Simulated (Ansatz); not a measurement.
**ClF (chlorine monofluoride) at wB97X/cc-pVTZ**

Aim: the electronic atomisation energy of ClF (chlorine monofluoride) at wB97X/cc-pVTZ, from 3 runs. 

The results are computed with Ansatz 0.2.0.

## (1) The structure to begin with

ClF: 2 atoms, total charge 0, spin state singlet. SMILES: `FCl`. Geometry: relaxed at PBE0-D4/def2-TZVP.

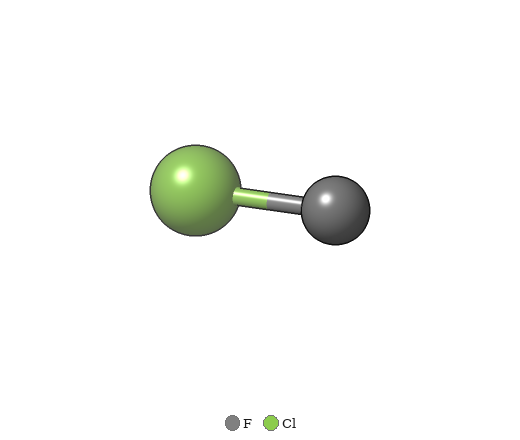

The structure, seen from a chosen angle (fluorine grey, chlorine green).

## (2) A single-point energy at wB97X/cc-pVTZ

molecule.yaml

```yaml
crystal:
  periodic: [false, false, false]
  atoms:
    - {symbol: F, position_ang: [-0.000000, -0.000000, 0.031290]}
    - {symbol: Cl, position_ang: [0.000000, 0.000000, 1.650960]}
basis:
  gaussian:
    orbitals: cc-pVTZ
hamiltonian:
  xc: {name: wB97X}
accuracy: high
output: {orbitals: {seedname: orbitals}}
```

Run with:

```console
$ ansatz run molecule.yaml --threads 1 --pin off --max-ram 3480MiB --events-out events.jsonl --progress --plain --runs-dir runs
```

The program printed:

```text
Warning: RAYON_NUM_THREADS=1 ignored (pool sized by the plan → 1); use --threads N
Functional definition: wB97X
  name "wB97X"
  parameter omega = 0.3/bohr
  parameter cx = 0.157706
  parameter cx1 = 0.726479
  parameter cx2 = 1.04760
  parameter cx3 = -5.70635
  parameter cx4 = 13.2794
  parameter css1 = -4.33879
  parameter css2 = 18.2308
  parameter css3 = -31.7430
  parameter css4 = 17.2901
  parameter cos1 = 2.37031
  parameter cos2 = -11.3995
  parameter cos3 = 6.58405
  parameter cos4 = -3.78132
  exchange = spin_sum(e_x_unif_sr(omega)*poly(b97_u_x, 1 - cx, cx1, cx2, cx3, cx4)) + cx*exact_x_sr(omega)
      + exact_x_lr(omega)
  correlation = spin_sum(e_c_pw_same_spin*poly(b97_u_same, 1, css1, css2, css3, css4))
      + integral(e_c_pw_opposite_spin*poly(b97_u_opposite, 1, cos1, cos2, cos3, cos4))
881 factors; integrals over basis functions are off by at most 4.0e-9 eV
164 factors; integrals over basis functions are off by at most 1.7e-9 eV
mean field evaluation 1: about -15237.4167 eV, gradient 2.1e1 eV
mean field evaluation 2: about -15237.6472 eV, gradient 1.8e1 eV
mean field evaluation 4: about -15238.0745 eV, gradient 4.4e-1 eV
mean field evaluation 8: about -15238.0753 eV, gradient 2.7e-2 eV
mean field evaluation 16: about -15238.0753 eV, gradient 5.2e-7 eV
mean field -15238.07533915 eV, -559.9889399755 hartree, gradient 1.7e-8 eV, S^2 0.000000; 0 other end points of the search recorded, 0 dependent functions left out
reference -15238.07533773 eV, -559.9889399231 hartree; 13, 13 occupied and 51, 51 virtual orbitals, 881 factors
Total energy: -15238.07533773 eV, -559.9889399231 hartree
```

Run time: 6 s. Hardware: 1 thread of Arm Neoverse V2, shared host; peak memory 0.19 GiB.

## (3) The Cl atom, same level

run.yaml

```yaml
crystal:
  periodic: [false, false, false]
  atoms:
    - {symbol: Cl, position_ang: [0.000000, 0.000000, 0.000000]}
basis:
  gaussian:
    orbitals: cc-pVTZ
magnetization:
  spin_polarized: true
  initial_magnetization: 1
hamiltonian:
  xc: {name: wB97X}
accuracy: high
```

Run with:

```console
$ ansatz run run.yaml --threads 1 --pin off --max-ram 3480MiB --events-out events.jsonl --progress --plain --runs-dir runs
```

The program printed (excerpt; [...] marks lines left out):

```text
Warning: RAYON_NUM_THREADS=1 ignored (pool sized by the plan → 1); use --threads N
[... 2 set-up lines as earlier in the session ...]
[...]
      + exact_x_lr(omega)
[...]
      + integral(e_c_pw_opposite_spin*poly(b97_u_opposite, 1, cos1, cos2, cos3, cos4))
334 factors; integrals over basis functions are off by at most 4.0e-9 eV
114 factors; integrals over basis functions are off by at most 8.9e-10 eV
[...]
mean field -12521.43986856 eV, -460.1544278327 hartree, gradient 2.6e-8 eV, S^2 0.753329; 0 other end points of the search recorded, 0 dependent functions left out
reference -12521.43986731 eV, -460.1544277867 hartree; 9, 8 occupied and 25, 26 virtual orbitals, 334 factors
Total energy: -12521.43986731 eV, -460.1544277867 hartree
```

Wall time 3.9 s (1 thread of Arm Neoverse V2, shared host); peak memory 0.17 GiB.

## (4) The F atom

molecule.yaml

```yaml
crystal:
  periodic: [false, false, false]
  atoms:
    - {symbol: F, position_ang: [0.000000, 0.000000, 0.000000]}
basis:
  gaussian: {orbitals: cc-pVTZ}
magnetization: {spin_polarized: true, initial_magnetization: 1}
hamiltonian: {xc: {name: wB97X}}
accuracy: high
```

Run the same way, it converges to -99.73977 Eh (log not shown).

## (5) What came out

Level: wB97X/cc-pVTZ.

| quantity | value |
| --- | --- |
| molecule: total energy | -559.98894 Eh |
| molecule: HOMO energy | -11.88 eV |
| molecule: LUMO energy | -0.37 eV |
| molecule: HOMO–LUMO gap | 11.51 eV |
| Cl atom: total energy | -460.15443 Eh |
| Cl atom: ⟨S²⟩ | 0.753 |
| F atom: total energy | -99.73977 Eh |
| F atom: ⟨S²⟩ | 0.752 |
| electronic atomisation energy | 2.578 eV |

**Reading.** Taking the molecule apart into free atoms costs 2.58 eV (59 kcal/mol), before zero-point energy and without spin-orbit coupling.
